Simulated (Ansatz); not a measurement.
## Single-point calculation of CH$_{5}$BF$_{3}$N

CH$_{5}$BF$_{3}$N, SMILES C[NH2+][B-](F)(F)F, computed with RKS PBE0-D4/def2-TZVPP (Ansatz 0.2.0).

The geometry comes from this level: PBE0-D4/def2-TZVP.

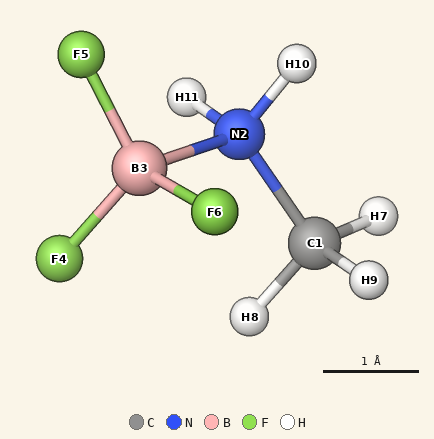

**Figure 1.** The structure (ball-and-stick view, seen at a tilt; atoms are numbered from 1 in the order of the input). Bond lengths as drawn: B–F 1.37 Å, B–N 1.66 Å, C–H 1.09 Å, C–N 1.47 Å and H–N 1.02 Å.

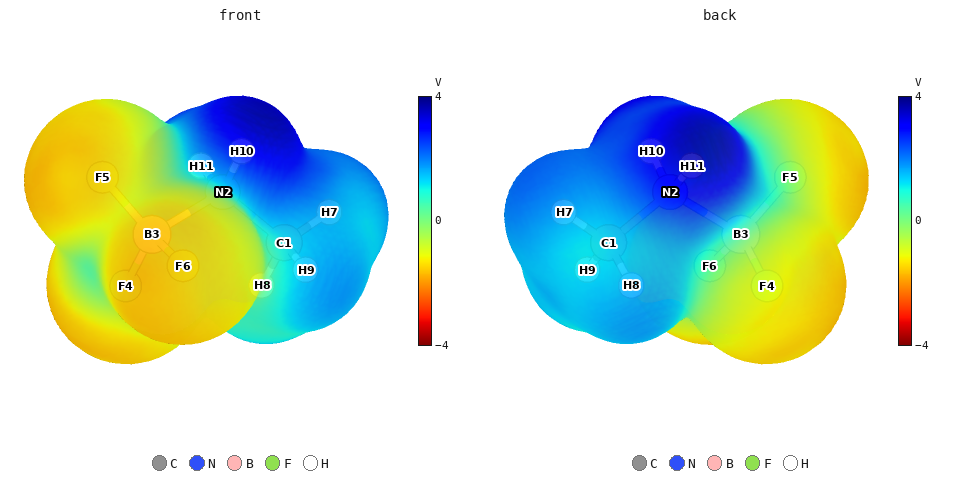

**Figure 2.** The molecular electrostatic potential painted on the density surface at 0.004 e/bohr³, seen at a tilt and from behind; the colour scale runs from red (negative) to blue (positive).

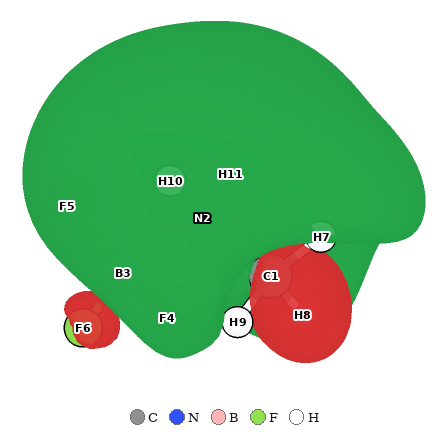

**Figure 3.** The LUMO at ±0.06 Å⁻³ᐟ² (green and red are the two phases), seen at a tilt. It lies mainly on H11 (25 %), H10 (25 %), N2 (15 %), C1 (10 %) and H7 (10 %). Its energy is 0.09 eV.

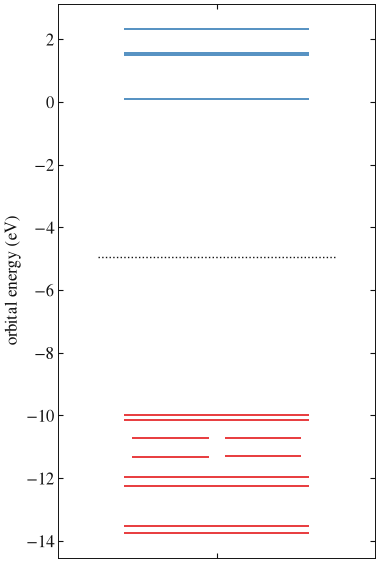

**Figure 4.** Orbital energies near the frontier; the dotted line parts filled from empty levels, and levels within 0.02 eV of each other stand side by side. Highest filled −9.99 eV, lowest empty 0.09 eV, 10.08 eV apart.

The input that produced these results follows, with the program's output.

The input:
```yaml
crystal:
  periodic: [false, false, false]
  atoms:
    - {symbol: C, position_ang: [0.008321, -0.939948, 0.923173]}
    - {symbol: N, position_ang: [0.546738, -0.199324, -0.228709]}
    - {symbol: B, position_ang: [-0.405425, 1.062067, -0.730806]}
    - {symbol: F, position_ang: [-1.600501, 0.487242, -1.079514]}
    - {symbol: F, position_ang: [0.285062, 1.593304, -1.790702]}
    - {symbol: F, position_ang: [-0.487196, 1.898142, 0.352915]}
    - {symbol: H, position_ang: [0.669101, -1.757080, 1.213440]}
    - {symbol: H, position_ang: [-0.970149, -1.330508, 0.651398]}
    - {symbol: H, position_ang: [-0.110526, -0.244540, 1.751462]}
    - {symbol: H, position_ang: [1.461563, 0.188017, -0.013526]}
    - {symbol: H, position_ang: [0.668410, -0.814472, -1.028733]}
basis:
  gaussian: {orbitals: def2-TZVPP}
hamiltonian: {xc: pbe0, dispersion: d4}
output: {orbitals: {seedname: orbitals}}
```

Launched with:
```bash
ansatz run in.yaml --threads 4 --pin off --events-out ev --progress --plain --max-ram 10444MiB
```

Output:
```
Functional definition: PBE0
  name "PBE0"
  cite "Adamo & Barone, J. Chem. Phys. 110, 6158 (1999) doi:10.1063/1.478522"
  cite "Perdew, Burke & Ernzerhof, Phys. Rev. Lett. 77, 3865 (1996) doi:10.1103/PhysRevLett.77.3865"
  parent pbe
  parameter a = 0.25
  parameter kappa = 0.804
  parameter beta = 0.06672455060314922
  exchange = (1 - a)*pbe_x(kappa = kappa, mu = beta*pi^2/3) + a*exact_x
  correlation = pbe_c(beta = beta)
1267 factors; their error is unknown
mean field evaluation 1: about -11427.5763 eV, gradient 6.5e1 eV
mean field evaluation 2: about -11424.9687 eV, gradient 7.8e1 eV
mean field evaluation 4: about -11434.5317 eV, gradient 1.8e0 eV
mean field evaluation 8: about -11434.5370 eV, gradient 3.3e-2 eV
mean field evaluation 16: about -11434.5665 eV, gradient 3.7e-5 eV
mean field -11434.56646387 eV, -420.2125669198 hartree, gradient 3.7e-5 eV, S^2 0.000000; 0 other end points of the search recorded, 0 dependent functions left out
reference -11434.56649548 eV, -420.2125680814 hartree; 25, 25 occupied and 231, 231 virtual orbitals, 1267 factors
Total energy: -11434.71627256 eV, -420.2180722877 hartree
```

Results in brief:

```csv
quantity,value
outcome,converged
total energy,−11434.7163 eV
mean-field energy,−11434.5665 eV
dispersion energy,−0.1498 eV
SCF solution under orbital rotations,stable
HOMO,−9.99 eV
LUMO,0.09 eV
hardware,"4 threads of Arm Neoverse V1, 23 GiB of memory available, shared host"
wall time,2.8 s (CPU time 10 s)
peak memory,0.59 GiB
```
